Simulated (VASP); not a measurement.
Data:

```
ZrO2
1.0
    0.00000     5.18653     0.01659
    5.25335     0.00000     0.00000
    0.00000    -0.87579    -5.29084
Zr O
4 8
Direct
  0.72381   0.95678   0.79049
  0.27619   0.45678   0.70951
  0.27619   0.04322   0.20951
  0.72381   0.54322   0.29049
  0.93174   0.66767   0.65510
  0.06826   0.16767   0.84490
  0.06826   0.33233   0.34490
  0.93174   0.83233   0.15510
  0.55004   0.24255   0.52233
  0.44996   0.74255   0.97767
  0.44996   0.75745   0.47767
  0.55004   0.25745   0.02233
```

All values below come from PBE GGA, VASP's PBE PAW potentials (set 64) (plane waves; VASP). Settings: 520 eV cut-off, 5×5×5 Γ-centred mesh, tetrahedra with Blöchl corrections, potentials Zr_sv O.

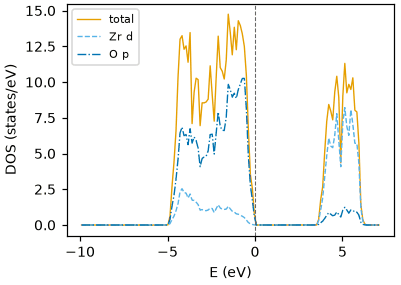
*Total and projected density of states, zero at the valence-band maximum*

Within 2 eV below the valence-band maximum the largest weight inside VASP's projection spheres is O p.

It has a band gap.

The compound is ZrO2 in the monoclinic structure. It was relaxed first.
